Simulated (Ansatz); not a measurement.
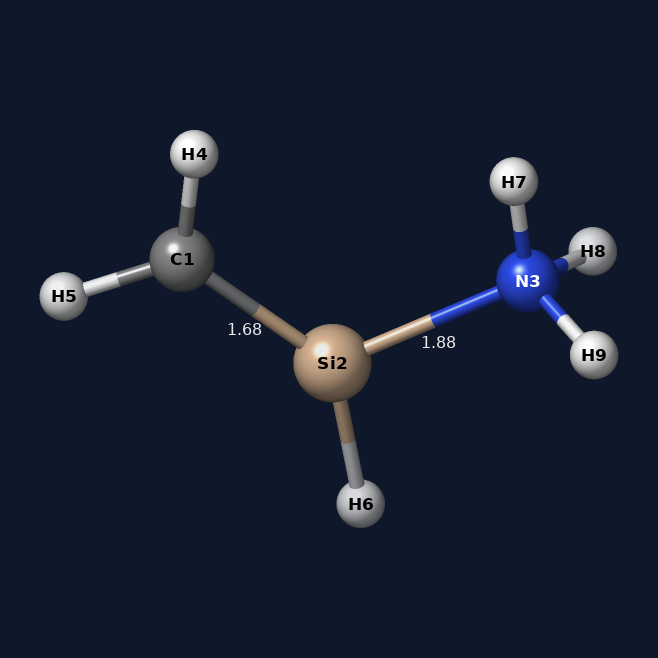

Bond lengths are marked in Å; every bond is drawn as one stick. Charge +1, singlet. Computed geometry: PBE0-D4/def2-TZVP optimisation. No frequency run is at hand to confirm it as a minimum.

Question: Which of the marked bonds are single, double, triple or aromatic?

Answer: C1–Si2 double; Si2–N3 single. This is one Lewis structure.

Question: Write the SMILES.

Answer: C=[SiH][NH3+]
